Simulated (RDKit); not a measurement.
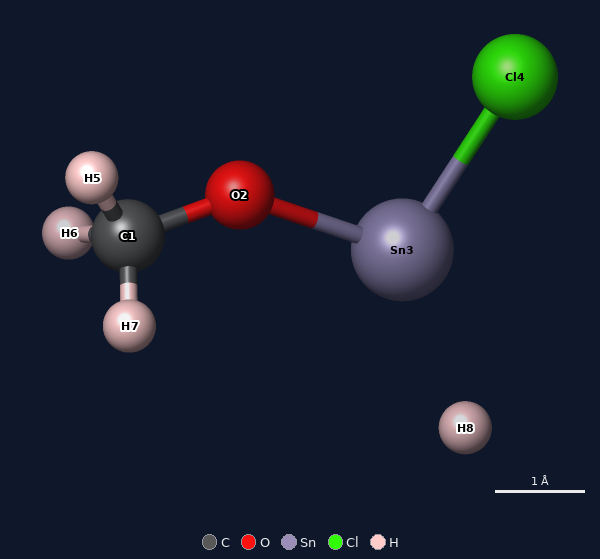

Figure 1. The input geometry (ball-and-stick view, seen at a tilt; atoms are numbered from 1 in the order of the input). Sticks mark near contacts. Bond lengths as drawn: Cl–Sn 2.38 Å, C–H 1.09 to 1.10 Å, C–O 1.38 Å and O–Sn 2.13 Å.

# CH₄ClOSn: property calculation

- system: CH₄ClOSn, multiplicity 2
- method: EHT (RDKit 2026.09.1)

The geometry comes from this level: GFN2-xTB.

Log:
```
20 orbitals, 25 valence electrons, sum of one-electron energies -450.9870 eV
   8   -14.5716 eV
   9   -14.3231 eV
  10   -14.1989 eV
  11   -14.1146 eV
  12   -14.0661 eV
  13    -9.5567 eV (HOMO)
  14    -5.0761 eV (LUMO)
  15    -1.9903 eV
  16     4.7723 eV
  17     5.3358 eV
  18     6.9073 eV
Mulliken charges: C1=+0.377 O2=-1.095 Sn3=+1.445 Cl4=-0.295 H5=+0.005 H6=+0.010 H7=+0.011 H8=-0.458
reduced overlap populations above 0.1
  C1-O2   0.593
  O2-Sn3   0.296
  Sn3-Cl4   0.649
  C1-H5   0.788
  C1-H6   0.786
  C1-H7   0.786
  Sn3-H8   0.346
```

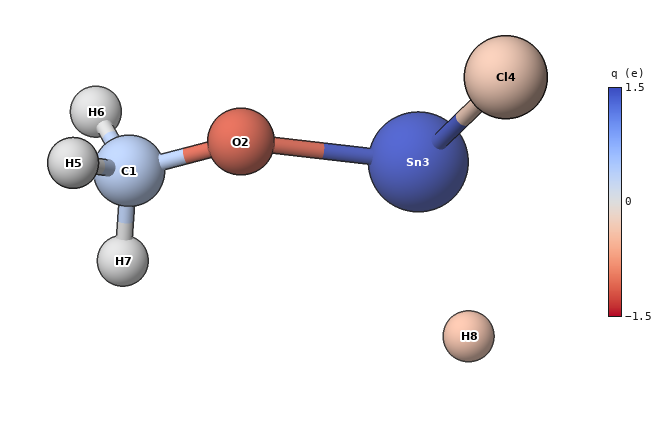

Figure 2. Mulliken charges, as the colour of each atom (ball-and-stick view, seen at a tilt; atoms are numbered from 1 in the order of the input). By element: C +0.38, O −1.09, Sn +1.44, Cl −0.30 and H −0.46 to +0.01 e.

The run was set up as follows.

Input (job.py):
```python
import json
import numpy as np
from rdkit import Chem
from rdkit.Chem import AllChem
from rdkit.Chem import rdDetermineBonds
from rdkit.Chem import rdEHTTools

molecule = Chem.MolFromXYZFile("mol.xyz")
symbols = [a.GetSymbol() for a in molecule.GetAtoms()]
start = molecule.GetConformer().GetPositions().copy()

ok, res = rdEHTTools.RunMol(molecule, keepOverlapAndHamiltonianMatrices=True)
if not ok:
    raise RuntimeError("the extended Hueckel run failed")
eps = np.array(res.GetOrbitalEnergies())
nel = res.numElectrons
homo = (nel + 1) // 2 - 1
print(f"{res.numOrbitals} orbitals, {nel} valence electrons, sum of one-electron energies {res.totalEnergy:.4f} eV")
for i in range(max(0, homo - 5), min(len(eps), homo + 6)):
    print(f"{i + 1:4d} {eps[i]:10.4f} eV", "(HOMO)" if i == homo else "(LUMO)" if i == homo + 1 else "")
q = np.array(res.GetAtomicCharges())
print("Mulliken charges:", " ".join(f"{a}{i + 1}={c:+.3f}" for i, (a, c) in enumerate(zip(symbols, q))))
op = res.GetReducedOverlapPopulationMatrix()
pairs = [(k, i, op[i * (i + 1) // 2 + k]) for i in range(len(symbols)) for k in range(i) if abs(op[i * (i + 1) // 2 + k]) > 0.1]
print("reduced overlap populations above 0.1")
for k, i, p in pairs:
    print(f"  {symbols[k]}{k + 1}-{symbols[i]}{i + 1} {p:7.3f}")
json.dump(dict(symbols=symbols, start=start.tolist(), energy=res.totalEnergy * 23.060548, homo=eps[homo], lumo=eps[homo + 1] if homo + 1 < len(eps) else None, orbital_energies=eps.round(4).tolist(), charges_mulliken=q.tolist(), bond_orders=[[k + 1, i + 1, round(p, 4)] for k, i, p in pairs], nel=nel), open("results.json", "w"))
```

File mol.xyz:
```
8

C     -0.995510     1.063760     0.208340
O      0.247460     0.474920     0.064780
Sn     1.196640    -1.246600    -0.752870
Cl     3.382320    -0.857110     0.113540
H     -0.925090     1.778590     1.037460
H     -1.289570     1.611940    -0.692390
H     -1.773970     0.338190     0.462450
H      0.157720    -3.163690    -0.441300
```

Run as:
```bash
python job.py
```

Key numbers:

- outcome: converged
- total energy: −16.573468 hartree
- hardware: 1 thread of Arm Neoverse V1, 24 GiB of memory available, shared host
- peak memory: 0.073 GiB
